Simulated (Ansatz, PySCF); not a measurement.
PH3 (SMILES P) and AsH3 (SMILES [AsH3]) are pulled apart as rigid monomers along the line of their centres of mass, from the B3LYP-D3(BJ)/def2-TZVP minimum. Starting geometry (charge 0, multiplicity 1):
```json
[
 {"atom": "P", "x (Å)": "-0.0237", "y (Å)": "0.1221", "z (Å)": "-0.4746"},
 {"atom": "H", "x (Å)": "1.3881", "y (Å)": "-0.0020", "z (Å)": "-0.4601"},
 {"atom": "H", "x (Å)": "-0.2378", "y (Å)": "-1.2642", "z (Å)": "-0.2726"},
 {"atom": "H", "x (Å)": "-0.1115", "y (Å)": "0.0255", "z (Å)": "-1.8883"},
 {"atom": "As", "x (Å)": "0.2154", "y (Å)": "0.3839", "z (Å)": "3.1491"},
 {"atom": "H", "x (Å)": "0.3142", "y (Å)": "0.5102", "z (Å)": "4.6676"},
 {"atom": "H", "x (Å)": "-1.2944", "y (Å)": "0.5842", "z (Å)": "3.1654"},
 {"atom": "H", "x (Å)": "0.4730", "y (Å)": "1.8710", "z (Å)": "2.9437"}
]
```

Interaction energies with rigid monomers; basis-set methods are counterpoise corrected unless marked otherwise.

Frozen-core correlation. Filled d and f shells under p-block atoms count as core. Rows in 3-21G carry no dispersion term and start afresh at each structure; the Pople sets are all-electron and without relativity.

Programs: Ansatz (Gaussian orbitals); PySCF for 3-21G rows, the dispersion terms. Each number belongs to the level named beside it.

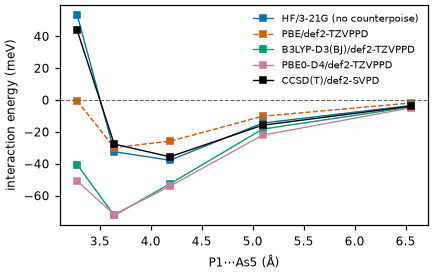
Figure. Interaction energy against separation

Q: Which level binds most strongly at P1···As5 = 3.64, and by how much?

A: B3LYP-D3(BJ)/def2-TZVPPD, -72 meV.

Ansatz is a first-principles code.
